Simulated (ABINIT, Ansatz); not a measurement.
# TiO2 (Rutile): G0W0 on several meshes in ABINIT, part 2 of 2

Aim: the GW shift of TiO2 (Rutile) against the k mesh.

ABINIT 10.8.3; PBE and many-body steps on it, plane waves. Known limits of the many-body steps: not at the basis limit; coarse k mesh.

So far. Step 4 (4×4×4): The gap on the mesh goes from 1.92 eV to 3.38 eV, a correction of +1.46 eV. Step 5 (Empty states on the mesh, 2×2×4 mesh, 100 bands): On this mesh the gap is 1.917 eV.

## Step 7: 2×2×4

This step: G0W0 on PBE, plane waves, norm-conserving pseudopotentials.

Input file run.abi:

```
acell 3*1.0 Angstrom
rprim 
  4.592200000000 0.000000000000 0.000000000000
  0.000000000000 4.592200000000 0.000000000000
  0.000000000000 0.000000000000 2.957400000000
ntypat 2
znucl 22 8
natom 6
typat 1 1 2 2 2 2
xred 
  0.000000000000 0.000000000000 0.000000000000
  0.500000000000 0.500000000000 0.500000000000
  0.304960000000 0.304960000000 0.000000000000
  0.195040000000 0.804960000000 0.500000000000
  0.695040000000 0.695040000000 0.000000000000
  0.804960000000 0.195040000000 0.500000000000
pp_dirpath "pseudos"
pseudos "Ti.upf, O.upf"
ecut 38
ngkpt 2 2 4
nshiftk 1
shiftk 0 0 0
kptopt 1
chksymbreak 0
istwfk *1
occopt 1
irdwfk 1
optdriver 4
nband 92
gwcalctyp 0
ecutsigx 38
symsigma 1
nkptgw 1
kptgw 
  0.0000000000 0.0000000000 0.0000000000
bdgw 
  22 26
ecuteps 4.2
irdscr 1
ppmodel 1
indata_prefix "in"
outdata_prefix "out"
tmpdata_prefix "tmp"
```

Launch:

```bash
OMP_NUM_THREADS=1 mpirun -n 8 abinit run.abi > log
```

Numbers of over 12 decimals in the logs are rounded to 6 here.

Log:

```text
.Version 10.8.3 of ABINIT. v10.8.2 released Aug 2026.

 Symmetries : space group P4_2/m n m (#136); Bravais tP (primitive tetrag.)
[... echo of the input left out ...]
== DATASET  1 ==================================================================
-   mpi_nproc: 8, omp_nthreads: 1 (-1 if OMP is not activated)

--- !DatasetInfo
iteration_state: {dtset: 1, }
dimensions: {natom: 6, nkpt: 9, mband: 92, nsppol: 1, nspinor: 1, nspden: 1, mpw: 4748, }
cutoff_energies: {ecut:  38.0, pawecutdg:  -1.0, }
electrons: {nelect:   4.80000000E+01, charge:   0.00000000E+00, occopt:   1.00000000E+00, tsmear:   1.00000000E-02, }

 SIGMA: Calculation of the GW corrections

 Based on a program developped by R.W. Godby, V. Olevano, G. Onida, and L. Reining.
 Incorporated in ABINIT by V. Olevano, G.-M. Rignanese, and M. Torrent.
.Using double precision arithmetic ; gwpc =  8

[... cell and pseudopotentials left out ...]
--------------------------------------------------------------------------------

 ==== K-mesh for the wavefunctions ====
 Number of points in the irreducible wedge :     9
[... list of points left out ...]
 Together with 16 symmetry operations and time-reversal symmetry
 yields    16 points in the full Brillouin Zone.

 ==== Q-mesh for screening function ====
 Number of points in the irreducible wedge :     9
[... list of points left out ...]
 Together with 16 symmetry operations and time-reversal symmetry
 yields    16 points in the full Brillouin Zone.

 vcoul_init : cutoff-mode = AUXILIARY_FUNCTION
 q-points for optical limit:   1
     1)      0.000010    0.000020    0.000030
 setmesh: FFT mesh size selected  =    50x   50x   32
          total number of points  =        80000

 Number of electrons calculated from density =   48.0000; Expected =   48.0000
[...]
number of q-points in IBZ                           9
 number of symmetry operations                      16
 number of k-points in BZ                           16
 number of q-points in BZ                           16
 number of frequencies for dSigma/dE                 9
 frequency step for dSigma/dE [eV]                0.25
 number of omega for Sigma on real axis              0
 max omega for Sigma on real axis  [eV]           0.00
 zcut for avoiding poles [eV]                     0.10

 EPSILON^-1 parameters (SCR file):
 dimension of the eps^-1 matrix on file            181
 dimension of the eps^-1 matrix used               181
 number of plane-waves for wavefunctions          4679
 number of bands                                    92
 number of q-points in IBZ                           9
 number of frequencies                               2
 number of real frequencies                          1
 number of imag frequencies                          1

 matrix elements of self-energy operator (all in [eV])

 Perturbative Calculation

--- !SelfEnergy_ee
iteration_state: {dtset: 1, }
kpoint     : [   0.000,    0.000,    0.000, ]
spin       : 1
KS_gap     :    1.917
QP_gap     :    3.328
Delta_QP_KS:    1.412
data: !SigmaeeData |
     Band     E0 <VxcDFT>   SigX SigC(E0)      Z dSigC/dE  Sig(E)    E-E0       E
       22   5.208 -20.680 -25.200   5.060   0.772  -0.295 -20.263   0.416   5.624
       23   5.208 -20.680 -25.200   5.060   0.772  -0.295 -20.263   0.416   5.624
       24   5.660 -20.454 -24.998   5.153   0.767  -0.304 -19.987   0.467   6.127
       25   7.576 -20.141 -11.955  -5.774   0.779  -0.283 -18.262   1.879   9.456
       26   7.879 -19.770 -11.944  -5.529   0.780  -0.282 -17.978   1.792   9.671

== END DATASET(S) ==============================================================
================================================================================

 -outvars: echo values of variables after computation  --------
           etotal      0.0000000000E+00
            nband          92
             nkpt           9
          spgroup         136
 [... the other variables as echoed above ...]

 Calculation completed.
```

Run time: 5.5 s. Hardware: 8 MPI ranks of Arm Neoverse N1, shared host; peak memory 0.88 GiB; 43 s of CPU time.

Numbers from this step:

```
G0W0 gap on the points computed              : 3.329 eV
starting gap on the mesh                     : 1.917 eV
k of the valence top                         : 0, 0, 0
k of the conduction bottom                   : 0, 0, 0
Z at the valence top                         : 0.767
Z at the conduction bottom                   : 0.779
least direct G0W0 gap on the computed points : 3.329 eV
```

Against G0W0 in ABINIT (4×4×4 mesh, 92 bands, screening to 114.3 eV, Godby-Needs plasmon pole), the gap moves by −0.051 eV.

## Step 8: Empty states on the mesh, 4×4×6 mesh, 100 bands

This step: DFT, PBE, plane waves, norm-conserving pseudopotentials.

run.abi: that of step 7 with these lines changed.

```diff
@@ -19,3 +19,3 @@
 ecut 38
-ngkpt 2 2 4
+ngkpt 4 4 6
 nshiftk 1
@@ -24,18 +24,10 @@
 chksymbreak 0
+iscf -2
+irdden 1
 istwfk *1
-occopt 1
-irdwfk 1
-optdriver 4
-nband 92
-gwcalctyp 0
-ecutsigx 38
-symsigma 1
-nkptgw 1
-kptgw 
-  0.0000000000 0.0000000000 0.0000000000
-bdgw 
-  22 26
-ecuteps 4.2
-irdscr 1
-ppmodel 1
+nband 100
+nbdbuf 8
+tolwfr 1e-09
+nstep 60
+prtvol 0
 indata_prefix "in"
```

Log:

```text
.Version 10.8.3 of ABINIT. v10.8.2 released Aug 2026.

 Symmetries : space group P4_2/m n m (#136); Bravais tP (primitive tetrag.)
[... echo of the input left out ...]
== DATASET  1 ==================================================================
-   mpi_nproc: 8, omp_nthreads: 1 (-1 if OMP is not activated)

--- !DatasetInfo
iteration_state: {dtset: 1, }
dimensions: {natom: 6, nkpt: 24, mband: 100, nsppol: 1, nspinor: 1, nspden: 1, mpw: 4748, }
cutoff_energies: {ecut:  38.0, pawecutdg:  -1.0, }
[...]
1.85998    1.90917    1.93980    2.00700    2.00700    2.04220    2.09044    2.10174
   2.10174    2.13019    2.13019    2.15999    2.15999    2.18115    2.20601    2.22468
   2.26410    2.26410    2.27794    2.28399
 prteigrs : prtvol=0 or 1, do not print more k-points.

== END DATASET(S) ==============================================================
================================================================================

 -outvars: echo values of variables after computation  --------
            nband         100
             nkpt          24
          spgroup         136
 [... the other variables as echoed above ...]

 Calculation completed.
```

Wall time 68 s (8 MPI ranks); peak memory 0.7 GiB; 9 min of CPU time.

Numbers from this step:

| Item | Value |
| --- | --- |
| gap | 1.917 eV |
| k of the valence top | 0, 0, 0 |
| k of the conduction bottom | 0, 0, 0 |
| least direct gap | 1.917 eV |
| k points computed | 24 |
| lowest point of the top converged band, above the valence top | 50.2096 eV |

On this mesh the gap is 1.917 eV.

## Step 9: Screening, 4×4×6 mesh, 92 bands, screening to 114.3 eV

This step: RPA screening on PBE, plane waves, norm-conserving pseudopotentials.

run.abi: that of step 8 with these lines changed.

```diff
@@ -24,10 +24,11 @@
 chksymbreak 0
-iscf -2
-irdden 1
 istwfk *1
-nband 100
-nbdbuf 8
-tolwfr 1e-09
-nstep 60
-prtvol 0
+occopt 1
+irdwfk 1
+optdriver 3
+nband 92
+ecuteps 4.2
+inclvkb 2
+awtr 1
+symchi 1
 indata_prefix "in"
```

Log:

```text
.Version 10.8.3 of ABINIT. v10.8.2 released Aug 2026.

 Symmetries : space group P4_2/m n m (#136); Bravais tP (primitive tetrag.)
[... echo of the input left out ...]
== DATASET  1 ==================================================================
-   mpi_nproc: 8, omp_nthreads: 1 (-1 if OMP is not activated)

--- !DatasetInfo
iteration_state: {dtset: 1, }
dimensions: {natom: 6, nkpt: 24, mband: 92, nsppol: 1, nspinor: 1, nspden: 1, mpw: 4748, }
cutoff_energies: {ecut:  38.0, pawecutdg:  -1.0, }
[...]
--------------------------------------------------------------------------------
[... chi0 elements left out ...]
 For q-point:  0.000010 0.000020 0.000030
  dielectric constant =   8.2120
  dielectric constant without local fields =   8.5921

  Average fulfillment of the sum rule on Im[epsilon] for q-point    1 :     49.86  [%]
[... wings left out ...]
  q-point number  2        q = ( 0.250000, 0.000000, 0.000000) [r.l.u.]
--------------------------------------------------------------------------------
[... chi0 elements left out ...]
  Average fulfillment of the sum rule on Im[epsilon] for q-point    2 :     64.32  [%]

 [... 22 further q-points ...]
```

The job ended after 5.7 min (8 MPI ranks; peak memory 4.3 GiB).

This step gave:

| Item | Value |
| --- | --- |
| ε∞ with local fields, on this mesh, along the program's q direction | 8.212 |
| the same without local fields | 8.592 |
| plasma frequency | 32.58 eV |
| plane waves in the screening matrix | 181 |

## Step 10: 4×4×6

This step: G0W0 on PBE, plane waves, norm-conserving pseudopotentials.

run.abi: that of step 9 with these lines changed.

```diff
@@ -27,8 +27,15 @@
 irdwfk 1
-optdriver 3
+optdriver 4
 nband 92
+gwcalctyp 0
+ecutsigx 38
+symsigma 1
+nkptgw 1
+kptgw 
+  0.0000000000 0.0000000000 0.0000000000
+bdgw 
+  22 26
 ecuteps 4.2
-inclvkb 2
-awtr 1
-symchi 1
+irdscr 1
+ppmodel 1
 indata_prefix "in"
```

Log:

```text
.Version 10.8.3 of ABINIT. v10.8.2 released Aug 2026.

 Symmetries : space group P4_2/m n m (#136); Bravais tP (primitive tetrag.)
[... echo of the input left out ...]
== DATASET  1 ==================================================================
-   mpi_nproc: 8, omp_nthreads: 1 (-1 if OMP is not activated)

--- !DatasetInfo
iteration_state: {dtset: 1, }
dimensions: {natom: 6, nkpt: 24, mband: 92, nsppol: 1, nspinor: 1, nspden: 1, mpw: 4748, }
cutoff_energies: {ecut:  38.0, pawecutdg:  -1.0, }
[...]
24   5.660 -20.447 -25.180   5.181   0.765  -0.308 -20.104   0.343   6.002
       25   7.576 -20.154 -12.128  -5.716   0.779  -0.284 -18.354   1.800   9.376
       26   7.879 -19.781 -12.090  -5.488   0.780  -0.282 -18.063   1.718   9.597

== END DATASET(S) ==============================================================
================================================================================

 -outvars: echo values of variables after computation  --------
           etotal      0.0000000000E+00
            nband          92
             nkpt          24
          spgroup         136
 [... the other variables as echoed above ...]

 Calculation completed.
```

Wall time 9.5 s (8 MPI ranks); peak memory 2.2 GiB; 75 s of CPU time.

This step gave:

```yaml
g0w0_gap_on_the_points_computed: 3.374 eV
starting_gap_on_the_mesh: 1.917 eV
k_of_the_valence_top: 0, 0, 0
k_of_the_conduction_bottom: 0, 0, 0
least_direct_g0w0_gap_on_the_computed_points: 3.374 eV
```

Against G0W0 in ABINIT (4×4×4 mesh, 92 bands, screening to 114.3 eV, Godby-Needs plasmon pole), the gap moves by −0.006 eV.

## Step 11: Side by side

Times are wall times on 8 MPI ranks of Arm Neoverse N1, shared host, good to a factor of about two. A run's time includes the screening step that it read.

| run | mesh | bands | screening cutoff (eV) | DFT gap (eV) | gap on the mesh (eV) | direct (eV) | ε∞ used | time |
| --- | --- | --- | --- | --- | --- | --- | --- | --- |
| 4×4×4 | 4×4×4 | 92 | 114.3 | 1.917 | 3.380 | 3.380 | 8.56 | 3.1 min |
| 2×2×4 | 2×2×4 | 92 | 114.3 | 1.917 | 3.329 | 3.329 | 8.91 | 41 s |
| 4×4×6 | 4×4×6 | 92 | 114.3 | 1.917 | 3.374 | 3.374 | 8.21 | 5.8 min |

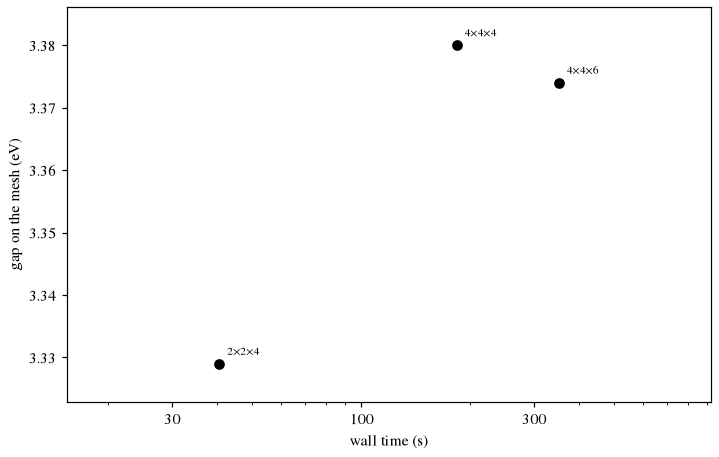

Result against wall time.

## Step 12: Outcome

| Item | Value |
| --- | --- |
| 4×4×4 | 3.380 eV |
| 2×2×4 | 3.329 eV |
| 4×4×6 | 3.374 eV |
| known limits | not at the basis limit; coarse k mesh |

2×2×4: −0.051 eV against 4×4×4. 4×4×6: −0.006 eV against 4×4×4. Bands and cutoff are finite, so the gap is not at the basis limit. The miss can reach some tenths of an eV and take either sign; the mesh is an error of its own. In the G0W0 runs levels were corrected at 1 k point alone, so a gap called «on the mesh» is the least over those, and an edge elsewhere would be missed. The 4×4×4 mesh is coarse for this cell, which bears on the long-range parts of exchange and screening.

[Paths, hosts, dates, memory and timing lines, banners, echoed tables and standing remarks are left out of the program output.]

[Logs are printed without paths, hosts, clocks, repeated set-up lines and the standing remarks that a program may print on its own settings, such as how far it seeks lower states.]

[Runs of the session that timed out or met a known fault of the program may be left out.]

[Hosts, paths, dates, database ids (printed as entryN), source tags and the programs' standing remarks are cut or masked in the printed files.]

[G0W0 gaps are taken among the corrected bands and points alone; a level outside them can change the order at an edge.]

[Where Ansatz stands beside ABINIT at settings called matched, ABINIT's density can come from a denser mesh and the files from another edition; pairs whose starting gaps differed by over 0.03 eV were left out, so agreement reads better than it is.]
